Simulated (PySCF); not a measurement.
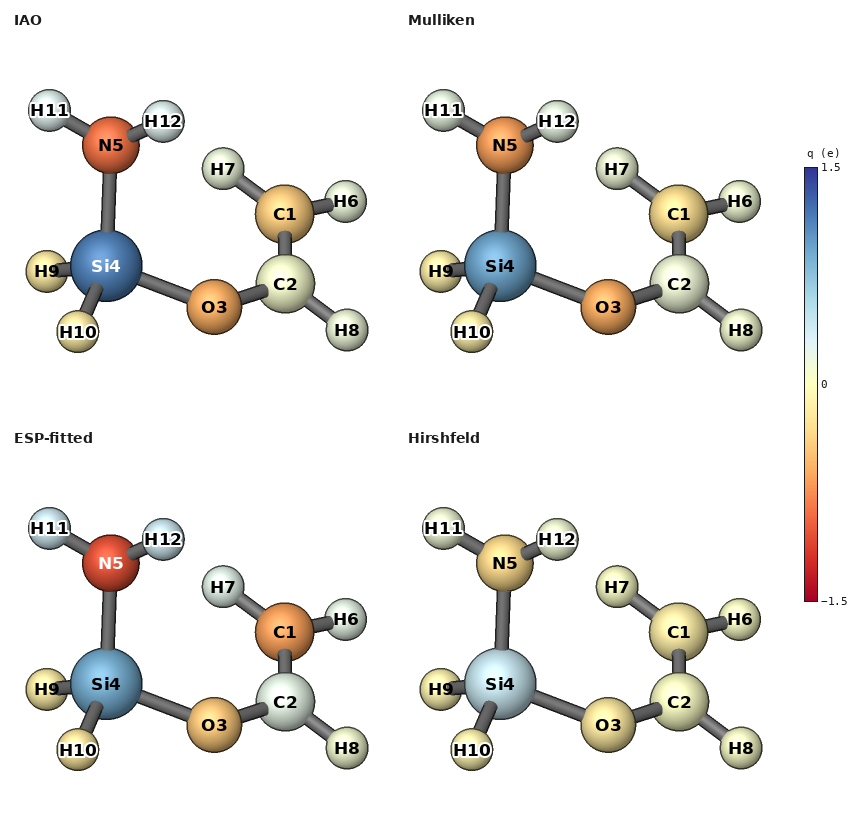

Atomic charges of one calculation by 4 schemes, on one colour scale. The geometry was computed by an optimisation with GFN2-xTB. No frequency run is at hand to confirm it as a minimum. Computed with PBE0/pcSseg-1 (PySCF 2.14.0).

> On which atom do the schemes disagree most?

On N5 (from −1.03 to −0.32 e).

List the charges (e), one line for each set of equivalent atoms.

```
atom    IAO  Mulliken  ESP-fitted  Hirshfeld
  C1  −0.41     −0.28       −0.65      −0.15
  C2   0.07      0.13        0.21       0.03
  O3  −0.59     −0.59       −0.42      −0.20
 Si4   1.12      0.93        0.89       0.43
  N5  −0.86     −0.65       −1.03      −0.32
  H6   0.16      0.12        0.21       0.05
  H7   0.16      0.14        0.24       0.04
  H8   0.15      0.10        0.10       0.05
  H9  −0.17     −0.14       −0.14      −0.08
 H10  −0.17     −0.14       −0.19      −0.09
 H11   0.27      0.19        0.38       0.12
 H12   0.27      0.19        0.40       0.12
```

The geometry is semi-empirical. Around Si such bond lengths and angles can be off by a tenth of an ångström or more and by several degrees, and values that hang on the shape move with them.
